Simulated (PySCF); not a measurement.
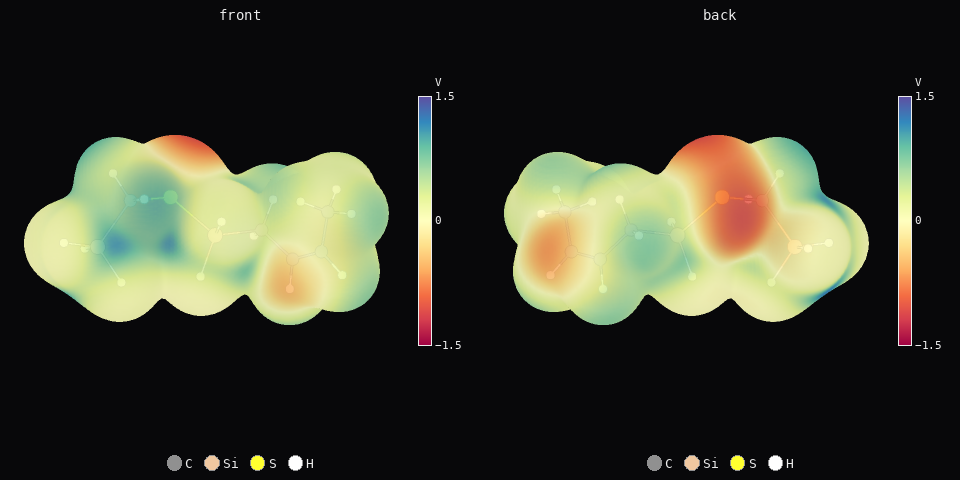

The picture shows: C₅H₁₄SSi₂. The molecular electrostatic potential painted on the density surface at 0.002 e/bohr³, seen from the front and from behind; the colour scale runs from red (negative) to blue (positive).

Geometry: GFN2-xTB.

Level of theory: PySCF 2.14.0, PBE0/pcSseg-1, SCF density, gas phase, non-relativistic.

```yaml
atoms:
  - { symbol: C, position_ang: [-3.4841, -0.3594, 0.9572] }
  - { symbol: C, position_ang: [-3.2965, 0.5611, -0.2093] }
  - { symbol: C, position_ang: [-2.3224, 0.4515, -1.1012] }
  - { symbol: C, position_ang: [-1.2509, -0.5803, -1.0785] }
  - { symbol: Si, position_ang: [0.2711, 0.1035, -0.1750] }
  - { symbol: S, position_ang: [1.8186, -1.3570, -0.3991] }
  - { symbol: C, position_ang: [3.1265, -0.6657, 0.6780] }
  - { symbol: Si, position_ang: [4.1668, 0.6677, -0.1953] }
  - { symbol: H, position_ang: [-4.2903, -0.0127, 1.5977] }
  - { symbol: H, position_ang: [-3.7275, -1.3668, 0.6173] }
  - { symbol: H, position_ang: [-2.5719, -0.4227, 1.5490] }
  - { symbol: H, position_ang: [-4.0242, 1.3534, -0.3158] }
  - { symbol: H, position_ang: [-2.2548, 1.1717, -1.9049] }
  - { symbol: H, position_ang: [-0.9722, -0.8484, -2.0979] }
  - { symbol: H, position_ang: [-1.6001, -1.4871, -0.5862] }
  - { symbol: H, position_ang: [0.0448, 0.2811, 1.2608] }
  - { symbol: H, position_ang: [0.7110, 1.3735, -0.7523] }
  - { symbol: H, position_ang: [3.7414, -1.5223, 0.9470] }
  - { symbol: H, position_ang: [2.6475, -0.3012, 1.5840] }
  - { symbol: H, position_ang: [3.3372, 1.8556, -0.4003] }
  - { symbol: H, position_ang: [5.2849, 0.9873, 0.6939] }
  - { symbol: H, position_ang: [4.6348, 0.1366, -1.4716] }
```

Which sites attract a positive test charge, and which a negative one?

Answer. A positive charge is drawn to the negative regions and a negative charge to the positive ones. The most negative region (about −1.0 V) lies over S6, the most positive (about +1.1 V) over Si5 and Si8.
